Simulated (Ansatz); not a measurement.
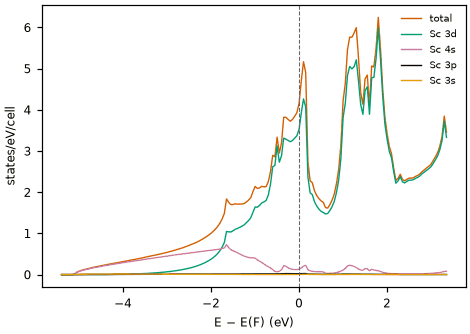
Fig. 1. Total and projected density of states of Sc (hcp (Mg type), P6_3/mmc), DFT-PBE in the program Ansatz with PAW potentials

Task: Which orbitals carry the states next to the Fermi level?

Result: Within 0.5 eV of the Fermi level: Sc 3d 86 %, outside the projected shells 9 %. Projections are on Löwdin-orthogonalised atomic valence shells; empty p or d shells of many metals are not among them.

The cell was relaxed with PBE under the symmetry of its start. The run is not spin-polarised.

Potentials: the earlier of the program's two PAW sets.
